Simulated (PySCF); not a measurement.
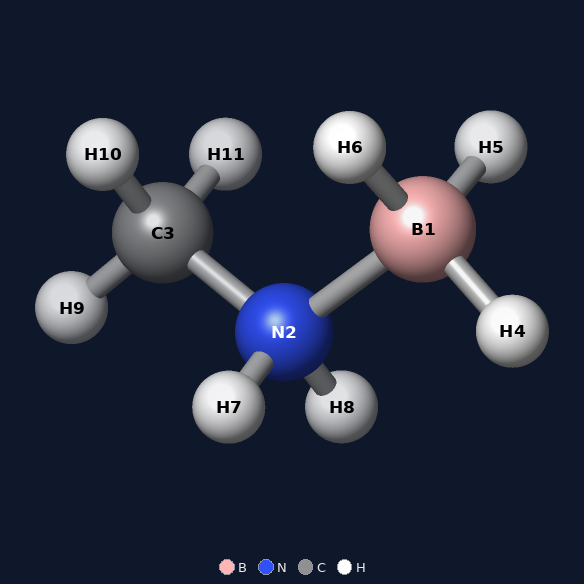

The computed structure is the end point of a PBE0-D3(BJ)/def2-SVP optimisation. No frequency run is at hand to confirm it as a minimum. Method: TDDFT CAM-B3LYP/def2-SVPD, vertical, gas phase, core orbitals frozen in the response (PySCF 2.14.0), and the same with a continuum solvent (IEF-PCM, Bondi radii x 1.2, gas-phase geometry).

How do dipole (D), HOMO–LUMO gap (eV), lowest singlet (eV) change in chloroform (ε = 4.7), tetrahydrofuran (ε = 7.4)?

```
         medium  dipole (D)  HOMO–LUMO gap (eV)  lowest singlet (eV)
      gas phase        5.39                9.79                 6.86
     chloroform        6.34               10.60                 7.57
tetrahydrofuran        6.49               10.70                 7.66
```
